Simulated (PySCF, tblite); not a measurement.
# C5H11NSSi: geometry, infrared bands and NMR shifts

Aim: predict the infrared bands and NMR shifts of C5H11NSSi (`CNC(=S)C/C=C\[SiH3]`).

The runs use tblite 0.8.0 and PySCF 2.14.0, with density-fitted response routines of our own; the level of theory stands in each step. All values are computed, except where a source is named. Atoms count from 0, in the outputs and in this text.

**1. The molecule as given**

19 atoms, charge 0, multiplicity 1; geometry from: force field or distance geometry start.

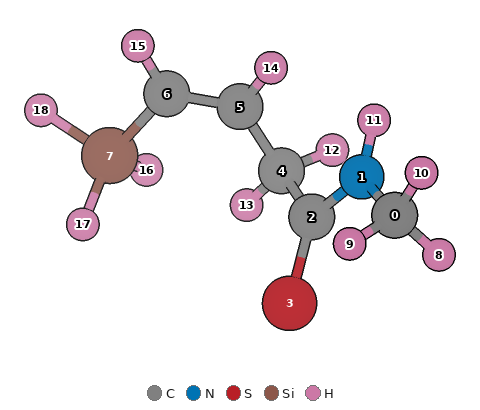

The starting geometry (carbon grey, nitrogen blue, sulfur red, silicon brown, hydrogen pink), atoms numbered; sticks join atoms by distance.

**2. Geometry optimisation with GFN2-xTB**

The job: settings as JSON, then the geometry in Å.

```
{"job": {"kind": "relax", "xc": "GFN2-xTB", "basis": "xTB"}, "charge": 0, "multiplicity": 1}
C      3.310400     0.227600     0.371200
N      2.019900     0.227400    -0.329400
C      0.993300    -0.718700     0.030100
S      1.199100    -1.790700     1.194300
C     -0.291000    -0.611700    -0.765900
C     -0.798200     0.761200    -0.534900
C     -1.983300     1.022700     0.012400
Si    -3.117900    -0.323800     0.533700
H      3.863800    -0.683600     0.008500
H      3.137600     0.238900     1.456100
H      3.872900     1.138400     0.095600
H      1.828500     0.908400    -1.096100
H      0.014900    -0.734500    -1.823000
H     -1.010300    -1.393800    -0.489600
H     -0.157300     1.613700    -0.817400
H     -2.311800     2.063600     0.185300
H     -3.291100    -1.343400    -0.519400
H     -2.825300    -0.909000     1.829500
H     -4.463900     0.316600     0.651400
```

Command:

```
$ OMP_NUM_THREADS=1 python probes_run.py task.json out
```

The driver reads the jobs from task.json and runs them one after another.

Standard output:

```text
step      E/eV     max force
  0    -657.28671    3.544
  1    -657.57343    1.002
  2    -657.65531    0.776
  3    -657.71218    0.591
  4    -657.73443    0.421
  5    -657.75166    0.313
  6    -657.76342    0.240
  7    -657.76978    0.186
  8    -657.77359    0.135
  9    -657.77631    0.104
 10    -657.77835    0.093
 11    -657.78017    0.109
 12    -657.78206    0.112
 13    -657.78421    0.116
 14    -657.78653    0.122
 15    -657.78884    0.118
 16    -657.79109    0.107
 17    -657.79314    0.105
 18    -657.79467    0.101
 19    -657.79568    0.075
 20    -657.79647    0.084
 21    -657.79731    0.078
 22    -657.79822    0.074
 23    -657.79903    0.072
 24    -657.79964    0.063
 25    -657.80014    0.071
 26    -657.80062    0.063
 27    -657.80108    0.056
 28    -657.80150    0.054
 29    -657.80186    0.040
 30    -657.80215    0.033
 31    -657.80241    0.036
 32    -657.80268    0.035
 33    -657.80301    0.046
 34    -657.80342    0.048
 35    -657.80385    0.050
 36    -657.80423    0.045
 37    -657.80454    0.039
 38    -657.80482    0.039
 39    -657.80515    0.048
 40    -657.80556    0.062
 41    -657.80614    0.064
 42    -657.80690    0.069
 43    -657.80772    0.073
 44    -657.80851    0.060
 45    -657.80927    0.076
 46    -657.81017    0.079
 47    -657.81129    0.084
 48    -657.81249    0.106
 49    -657.81360    0.087
 50    -657.81467    0.083
 51    -657.81518    0.149
 52    -657.81664    0.090
 53    -657.81767    0.064
 54    -657.81883    0.058
 55    -657.81945    0.069
 56    -657.82040    0.084
 57    -657.82150    0.065
 58    -657.82223    0.052
 59    -657.82267    0.051
 60    -657.82317    0.058
 61    -657.82358    0.058
 62    -657.82390    0.046
 63    -657.82417    0.056
 64    -657.82450    0.046
 65    -657.82495    0.044
 66    -657.82527    0.036
 67    -657.82549    0.036
 68    -657.82570    0.032
 69    -657.82590    0.035
 70    -657.82605    0.029
 71    -657.82614    0.032
 72    -657.82623    0.025
 73    -657.82634    0.037
 74    -657.82643    0.031
 75    -657.82649    0.020
 76    -657.82654    0.021
 77    -657.82658    0.017
 78    -657.82664    0.022
 79    -657.82668    0.014
 80    -657.82671    0.012
 81    -657.82673    0.012
 82    -657.82677    0.020
 83    -657.82682    0.024
 84    -657.82689    0.017
 85    -657.82694    0.019
 86    -657.82697    0.020
 87    -657.82702    0.021
 88    -657.82709    0.028
 89    -657.82718    0.024
 90    -657.82728    0.027
 91    -657.82738    0.026
 92    -657.82750    0.029
 93    -657.82765    0.036
 94    -657.82781    0.031
 95    -657.82792    0.020
 96    -657.82800    0.018
 97    -657.82809    0.026
 98    -657.82824    0.039
 99    -657.82845    0.041
100    -657.82860    0.027
101    -657.82868    0.019
102    -657.82873    0.017
103    -657.82880    0.023
104    -657.82892    0.032
105    -657.82906    0.033
106    -657.82918    0.022
107    -657.82927    0.053
108    -657.82938    0.029
109    -657.82955    0.028
110    -657.82971    0.029
111    -657.82986    0.022
112    -657.82993    0.021
113    -657.83000    0.020
114    -657.83014    0.023
115    -657.83024    0.026
116    -657.83034    0.022
117    -657.83043    0.025
118    -657.83054    0.029
119    -657.83065    0.028
120    -657.83076    0.033
121    -657.83089    0.025
122    -657.83101    0.025
123    -657.83111    0.029
124    -657.83122    0.020
125    -657.83129    0.017
126    -657.83135    0.017
127    -657.83141    0.022
128    -657.83148    0.030
129    -657.83157    0.027
130    -657.83169    0.031
131    -657.83183    0.039
132    -657.83199    0.041
133    -657.83222    0.033
134    -657.83239    0.063
135    -657.83269    0.033
136    -657.83291    0.031
137    -657.83320    0.031
138    -657.83326    0.020
139    -657.83334    0.014
140    -657.83337    0.010
141    -657.83340    0.010
```

Run time: 1.2 s. Hardware: 1 thread of Arm Neoverse V1, shared host.

Along the way: (not every step is listed)

```
step  energy from step 0 (eV)  largest force (eV/Å)
   0                   0.0000                3.5443
   1                  -0.2867                1.0024
   2                  -0.3686                0.7758
   3                  -0.4255                0.5906
   4                  -0.4477                0.4209
   5                  -0.4650                0.3132
   6                  -0.4767                0.2397
   7                  -0.4831                0.1856
   8                  -0.4869                0.1348
  20                  -0.5098                0.0843
  32                  -0.5160                0.0353
  44                  -0.5218                0.0597
  56                  -0.5337                0.0839
  68                  -0.5390                0.0318
  80                  -0.5400                0.0122
  92                  -0.5408                0.0289
 104                  -0.5422                0.0321
 116                  -0.5436                0.0223
 128                  -0.5448                0.0299
 136                  -0.5462                0.0313
 137                  -0.5465                0.0313
 138                  -0.5466                0.0204
 139                  -0.5466                0.0145
 140                  -0.5467                0.0103
 141                  -0.5467                0.0100
```

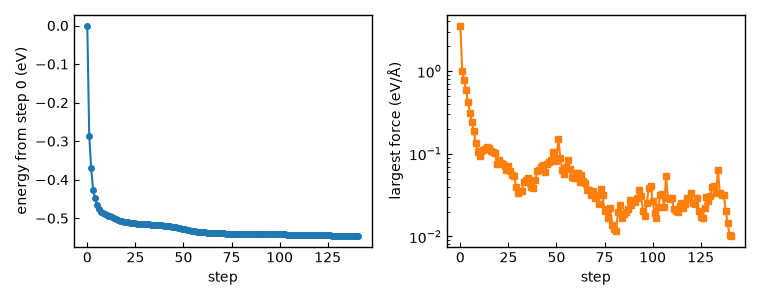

Energy and force, step by step.

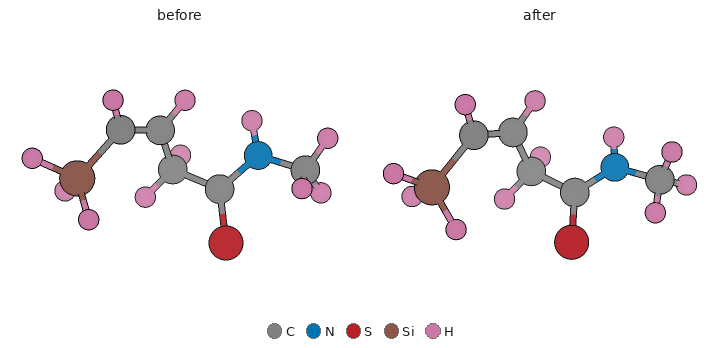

The geometry before (left) and after (right).

Distances of close pairs at the start and the end, largest changes first:

```
   bond  before (Å)  after (Å)  change (Å)
  N1–C2       1.442      1.340      -0.102
 C6–Si7       1.836      1.887      +0.051
  C2–S3       1.596      1.640      +0.044
  C0–H8       1.126      1.092      -0.034
 N1–H11       1.043      1.010      -0.033
Si7–H18       1.495      1.465      -0.031
  C0–N1       1.468      1.438      -0.030
 C6–H15       1.105      1.084      -0.022
```

The final coordinates are the input of the step that follows.

**3. Vibrational analysis with GFN2-xTB**

The job: settings as JSON, then the geometry in Å.

```
{"job": {"kind": "ir", "xc": "GFN2-xTB", "basis": "xTB"}, "charge": 0, "multiplicity": 1}
C      3.286231     0.162877     0.423403
N      2.071838     0.059567    -0.340542
C      0.973169    -0.598773     0.052000
S      0.865763    -1.406545     1.475327
C     -0.203333    -0.517861    -0.886063
C     -0.869004     0.814927    -0.699481
C     -2.035376     1.000083    -0.097028
Si    -3.145211    -0.337198     0.638660
H      4.122265    -0.270286    -0.129233
H      3.146809    -0.384027     1.354938
H      3.510227     1.207645     0.647622
H      2.056571     0.527709    -1.235607
H      0.137102    -0.625050    -1.921225
H     -0.899454    -1.320131    -0.648875
H     -0.297154     1.660418    -1.072138
H     -2.386382     2.021708    -0.011815
H     -3.543340    -1.266111    -0.426498
H     -2.463291    -1.055991     1.710131
H     -4.337233     0.336289     1.158962
```

Standard output:

```text
mode    cm-1     km/mol
  1      26.2      2.03
  2      38.3      4.36
  3      78.4      0.32
  4      84.7      0.22
  5     109.1      0.22
  6     158.9      0.55
  7     189.6      2.67
  8     254.2      5.30
  9     327.0      3.46
 10     344.0      4.81
 11     452.8      0.99
 12     487.0     77.61
 13     518.4      1.14
 14     530.8     22.49
 15     567.5     64.96
 16     591.5     64.52
 17     708.8     34.27
 18     736.4      6.82
 19     782.0    207.57
 20     788.9    108.25
 21     800.4    263.97
 22     803.2    211.17
 23     930.1      9.32
 24     943.5      2.53
 25    1014.6     38.39
 26    1053.0     50.37
 27    1102.1      3.27
 28    1104.7      0.73
 29    1130.3     23.33
 30    1188.2     38.35
 31    1230.5      5.18
 32    1256.8     21.09
 33    1332.6     68.96
 34    1347.8     15.17
 35    1396.1      0.49
 36    1452.0     20.83
 37    1455.6      6.97
 38    1458.0     73.07
 39    1494.9    195.90
 40    1677.3     67.26
 41    2218.6    305.87
 42    2253.8    360.54
 43    2303.0    210.13
 44    2929.9     31.44
 45    2971.1     21.02
 46    2987.9     41.69
 47    2990.9     47.95
 48    3023.5      6.14
 49    3029.4     16.03
 50    3035.1     63.57
 51    3410.9      6.97
```

Run time: 0.83 s. Hardware: 1 thread of Arm Neoverse V1, shared host.

Which atoms move in the most intense modes:

```
cm⁻¹  km/mol                                atoms
 782   207.6         H16 39 %, H17 27 %, H18 12 %
 789   108.2         H17 30 %, H18 25 %, H16 11 %
 800   264.0         H18 30 %, H17 29 %, H16 18 %
 803   211.2                   H18 25 %, H16 24 %
1495   195.9  N1 32 %, C2 24 %, H8 19 %, H10 19 %
2219   305.9                             H16 96 %
2254   360.5                             H18 96 %
2303   210.1                             H17 97 %
```

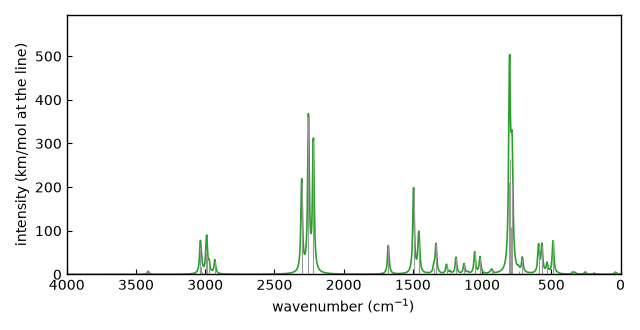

The infrared spectrum from these modes, unscaled. Lines are broadened to a width of 14 cm⁻¹ (Lorentzian).

**4. Nuclear shieldings: PBE0/pcSseg-1**

Settings changed since step 3:

```diff
@@ -1,2 +1,2 @@
-{"job": {"kind": "ir", "xc": "GFN2-xTB", "basis": "xTB"}, "charge": 0, "multiplicity": 1}
+{"job": {"kind": "nmr", "xc": "PBE0", "basis": "pcSseg-1"}, "charge": 0, "multiplicity": 1}
 C      3.286231     0.162877     0.423403
```

Method: GIAO PBE0/pcSseg-1 NMR shielding, non-relativistic, gas phase.

Standard output:

```text
coarse grid: 16560 points
cycle   1  E = -938.8113265062  dE =  9.205e-01  |g| = 4.821e-01  |ddm| = 3.950e+00
cycle   2  E = -938.6852773959  dE =  1.260e-01  |g| = 8.428e-01  |ddm| = 1.683e+00
cycle   3  E = -938.8773453582  dE = -1.921e-01  |g| = 1.740e-01  |ddm| = 1.157e+00
cycle   4  E = -938.8847477930  dE = -7.402e-03  |g| = 4.161e-02  |ddm| = 2.165e-01
cycle   5  E = -938.8851970169  dE = -4.492e-04  |g| = 1.010e-02  |ddm| = 6.110e-02
cycle   6  E = -938.8852233263  dE = -2.631e-05  |g| = 3.439e-03  |ddm| = 1.523e-02
cycle   7  E = -938.8852258424  dE = -2.516e-06  |g| = 1.061e-03  |ddm| = 3.709e-03
final grid: 149800 points
cycle   8  E = -938.9321871211  dE = -3.137e-05  |g| = 1.054e-02  |ddm| = 3.460e-02
cycle   9  E = -938.9321290877  dE =  5.803e-05  |g| = 1.778e-02  |ddm| = 3.057e-02
cycle  10  E = -938.9322147166  dE = -8.563e-05  |g| = 2.665e-03  |ddm| = 2.269e-02
cycle  11  E = -938.9322165630  dE = -1.846e-06  |g| = 3.708e-04  |ddm| = 2.944e-03
cycle  12  E = -938.9322165905  dE = -2.746e-08  |g| = 1.946e-04  |ddm| = 4.870e-04
cycle  13  E = -938.9322165993  dE = -8.830e-09  |g| = 5.146e-05  |ddm| = 1.883e-04
cycle  14  E = -938.9322166001  dE = -7.547e-10  |g| = 1.429e-05  |ddm| = 8.182e-05
converged SCF energy = -938.9322166001

GIAO shielding tensors (ppm)
atom      isotropic    diamagn.    paramagn.     s11        s22        s33       span
  0 C      154.052     242.052     -88.000    128.076    149.804    184.275     56.199
  1 N      112.436     329.358    -216.922     -7.624    167.999    176.933    184.557
  2 C      -20.035     260.341    -280.376   -164.652    -11.718    116.263    280.915
  3 S      208.821    1059.717    -850.896   -233.651    175.481    684.634    918.284
  4 C      130.043     250.816    -120.773    108.290    123.978    157.860     49.570
  5 C       34.027     258.826    -224.799    -91.913     45.344    148.651    240.565
  6 C       56.632     257.653    -201.021    -52.078     53.049    168.924    221.003
  7 Si     438.754     879.861    -441.107    421.700    432.016    462.544     40.844
  8 H       28.970      26.154       2.816     23.705     26.929     36.275     12.570
  9 H       26.254      28.705      -2.451     20.722     28.584     29.456      8.734
 10 H       29.003      27.882       1.121     23.665     27.257     36.087     12.421
 11 H       25.845      36.814     -10.969     19.468     26.859     31.206     11.738
 12 H       28.507      32.649      -4.142     25.467     27.991     32.062      6.595
 13 H       27.873      33.957      -6.084     26.004     27.396     30.219      4.214
 14 H       25.112      33.965      -8.853     21.746     24.559     29.032      7.286
 15 H       25.671      30.910      -5.239     23.692     25.069     28.252      4.560
 16 H       27.426      28.807      -1.381     24.211     26.217     31.851      7.641
 17 H       26.734      29.092      -2.358     21.801     27.538     30.862      9.060
 18 H       27.798      28.251      -0.453     24.520     25.740     33.133      8.613
```

It took 52 s on 1 thread of Arm Neoverse V1, shared host; peak memory 0.93 GiB.

The references, computed at this level on geometries of the same kind, shield at (ppm): 1H TMS 31.72, 13C TMS 186.9, 29Si TMS 349.2, 15N NH3 267.7, 33S CS2 504. Their shielding less the atom's gives the shift. The references are single molecules in the gas phase, so shifts against H2O, NH3, PH3, H3PO4 or CFCl3 are not on the usual liquid scales and can be off by tens of ppm. Atoms listed in one row are averaged.

```
        atoms                              environment  σ (ppm)  δ (ppm)  δ scaled to CDCl3
           C2                      thiocarbonyl carbon    -20.0    207.0              195.7
           C5                                alkene CH     34.0    152.9              147.3
           C6                                alkene CH     56.6    130.3              125.3
           C4                          allylic sp3 CH2    130.0     56.9               53.6
           C0                methyl carbon bonded to N    154.1     32.9               30.2
          H14                 hydrogen on an alkene CH    25.11     6.60               6.33
          H15                 hydrogen on an alkene CH    25.67     6.05               5.81
          H11    hydrogen on a thioamide-type nitrogen    25.84     5.87                  –
H16, H17, H18        hydrogen on a silicon bonded to C    27.32     4.40                  –
  H8, H9, H10  hydrogen on a methyl carbon bonded to N    28.08     3.64               3.54
     H12, H13           hydrogen on an allylic sp3 CH2    28.19     3.53               3.43
           N1                  thioamide-type nitrogen    112.4    155.3                  –
           S3                            thione sulfur      209      295                  –
          Si7                 silicon bonded to C, 3 H    438.8    -89.6                  –
```

The scaled column applies a straight-line fit of computed shieldings to shifts measured in CDCl3, with any fitted terms for Cl, Br or S neighbours (root-mean-square error 0.16 ppm for H, 1.9 ppm for C).

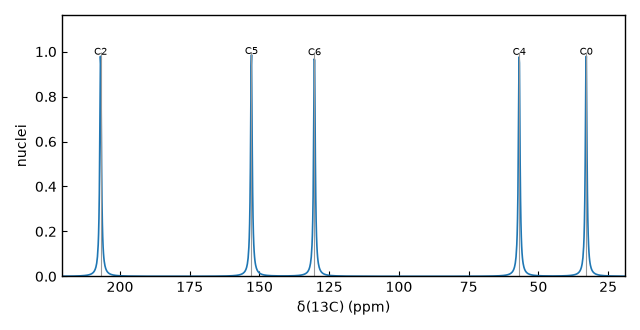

13C lines at the computed shifts, without couplings. Lines are broadened to a width of 0.70 ppm (Lorentzian).

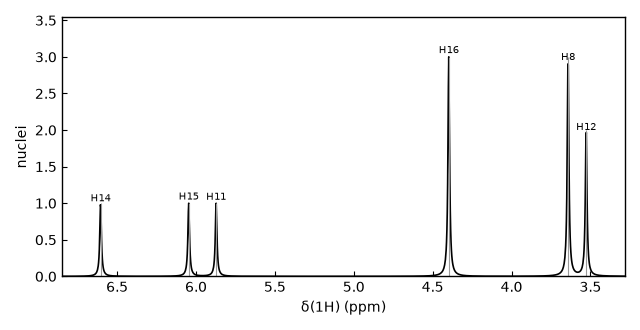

1H lines at the computed shifts, without couplings. Lines are broadened to a width of 0.01 ppm (Lorentzian).

Charges from the same density, by scheme (e):

```
atoms  Mulliken    IAO  Hirshfeld  ESP fit
   C0     -0.06  -0.32      -0.06    -0.16
   N1     -0.44  -0.27      -0.07    -0.15
   C2     -0.03   0.05       0.08     0.01
   S3     -0.19  -0.25      -0.21    -0.28
   C4     -0.16  -0.28      -0.08    -0.05
   C5     -0.14  -0.11      -0.04    -0.14
   C6     -0.39  -0.43      -0.14    -0.29
  Si7      0.50   0.58       0.30     0.38
```

IAO charges:

C0 -0.32; N1 -0.27; C2 0.05; S3 -0.25; C4 -0.28; C5 -0.11; C6 -0.43; Si7 0.58; H8 0.15; H9 0.18; H10 0.15; H11 0.27; H12 0.15; H13 0.17; H14 0.13; H15 0.16; H16 -0.12; H17 -0.10; H18 -0.12

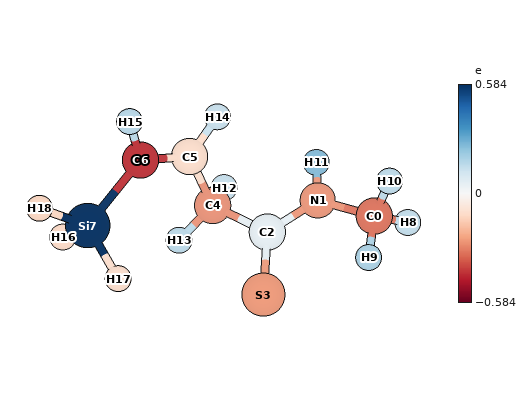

IAO charges, as colours on the atoms.

Mayer bond orders: C0–N1 0.93, N1–C2 1.25, C2–S3 1.68, C2–C4 0.96, C4–C5 1.02, C5–C6 1.96, C6–Si7 0.88.

Orbitals, density, ELF and potential are computed afterwards from the orbital file.

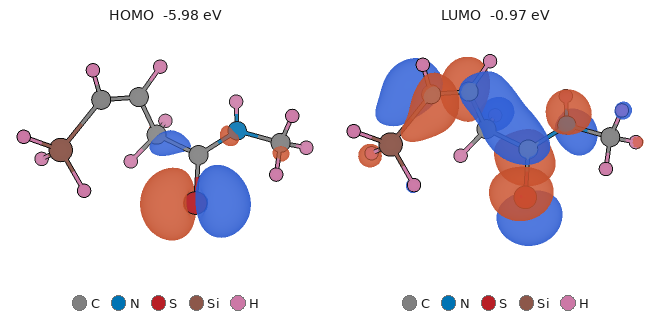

PBE0/pcSseg-1 orbitals near the gap, drawn at the value that encloses 70 % of each; the two colours are the two signs.

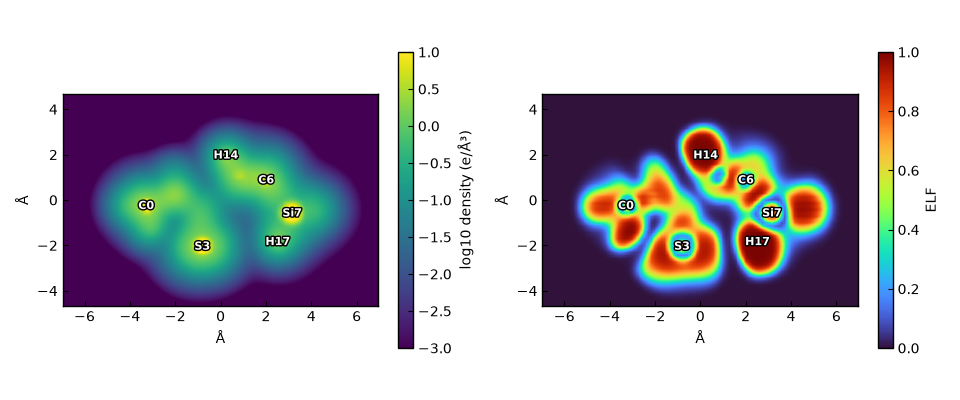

Density (left) and ELF (right) in a plane through or near 6 of the atoms.

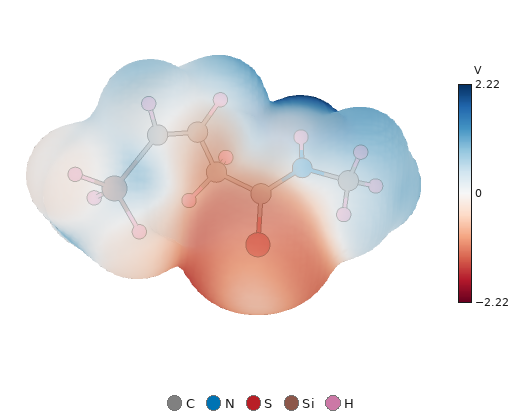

Electrostatic potential on the surface of density 0.002 e/bohr³; red is low, blue high. It runs from -1.34 V near S3 to 2.22 V near H11.

**5. Results**

```
                                                              quantity                                   value
                             strongest single infrared mode (GFN2-xTB)                   2254 cm⁻¹, 361 km/mol
                                          zero-point energy (GFN2-xTB)                           90.2 kcal/mol
                                13C shifts against TMS (PBE0/pcSseg-1)     207.0, 152.9, 130.3, 56.9, 32.9 ppm
1H shifts against TMS (PBE0/pcSseg-1, means over atoms taken as alike)  6.60, 6.05, 5.87, 4.40, 3.64, 3.53 ppm
                                15N shifts against NH3 (PBE0/pcSseg-1)                               155.3 ppm
                                33S shifts against CS2 (PBE0/pcSseg-1)                                 295 ppm
                               29Si shifts against TMS (PBE0/pcSseg-1)                               -89.6 ppm
                                 surface potential, least and greatest                      -1.34 V and 2.22 V
```

**Reading.** Over 141 steps the energy fell by 0.547 eV; of the close pairs, N1–C2 changed most, 1.442 to 1.340 Å. All 51 modes are real, so the xTB geometry is a minimum. The strongest single mode, at 2254 cm⁻¹, moves mainly H18. GFN2-xTB is a fitted tight-binding method: band positions and strengths are rough. Its intensities can rank the bands wrongly. The most deshielded carbon is C2 (thiocarbonyl carbon), at 207.0 ppm: low-lying n→π* states of the double bond to the heteroatom give a large paramagnetic term (-280 ppm). At PBE0/pcSseg-1: The largest span, 918 ppm, is at S3, where the paramagnetic term is -851 ppm. By nearest atom (PBE0/pcSseg-1), the HOMO sits on S3 76 % and the LUMO on C2 25 %; S3 18 %.
